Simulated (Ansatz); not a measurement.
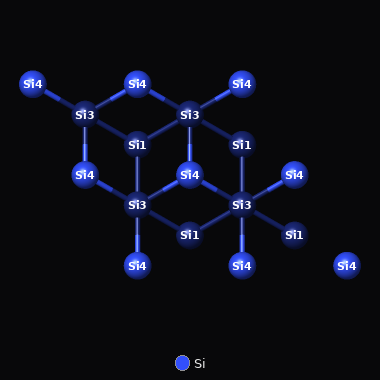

The system is F on a Si(111) slab cut from the Fd-3m phase, its upper half relaxed before the scan (4 atoms of substrate and one adsorbate in a 1 × 1 cell); the picture shows it without the atoms that are moved over the map. F is moved over the surface cell at a fixed height above a rigid substrate; the origin of the map has the adsorbate above Si4; the height is held at 2.20 Å. Places are given modulo a cell vector. The map is drawn in real space over the plane of the surface. Grid: 6 × 6 points; 10 points were computed and 26 follow by symmetry. All energies are given in eV relative to the lowest grid point. With one adsorbate in each 1 × 1 cell, its nearest image is 3.8 Å away, so neighbouring adsorbates interact. At a fixed height the lowest place need not be the adsorption site. These are results of DFT PBE+D3(BJ), scalar-relativistic, plane waves, PAW in Ansatz 0.2.0, not measurements. Settings: cutoff 420 eV, k-mesh 9×9×1, gaussian smearing 0.05 eV, spin-polarised.

Range: position of F5 along the first surface vector from 0.000 to 0.833; position of F5 along the second surface vector from 0.000 to 0.833.

### Predict the map.

The lowest grid point is at the top site over a surface Si atom, (0/6, 0/6) of the cell vectors. No other kind of well shows on this grid. The highest grid point, a threefold hollow, (4/6, 2/6) of the cell vectors, lies 1.55 eV above the lowest. On the interpolated surface the easiest way out of the lowest well to its copy in the next cell or period passes a barrier of about 1.4 eV. At the lowest point the adsorbate has 1 Si at 2.20 Å as nearest neighbours, at the highest 3 Si at 3.12 Å.

```
second ↓, first →   0/6   1/6   2/6   3/6   4/6   5/6
              5/6  0.33  0.81  1.33  1.33  0.81  0.33
              4/6  1.00  1.33  1.49  1.33  1.00  0.84
              3/6  1.37  1.33  1.33  1.37  1.37  1.37
              2/6  1.00  0.81  1.00  1.37  1.55  1.37
              1/6  0.33  0.33  0.84  1.37  1.37  0.84
              0/6  0.00  0.33  1.00  1.37  1.00  0.33
```

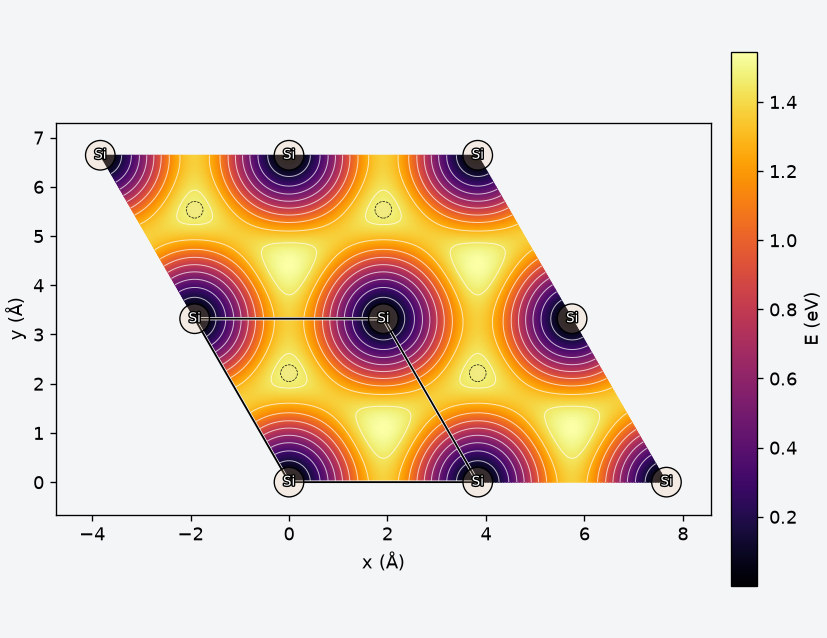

In the figure: a smooth colour map with a few white contour lines, labelled circles for the atoms of the top layer and small ones for the second layer, the outline of one cell of the 2 × 2 shown. Between grid points the surface is interpolated.

Each point was launched as `ansatz run input.yaml --threads 1 --pin off --max-ram 3072MiB --backend cpu --events-out ev --progress --plain --runs-dir out`. The whole map (10 points run) took 9.7 min on 1 thread of Arm Neoverse V1 (shared host).

PAW datasets: the set soft_1.
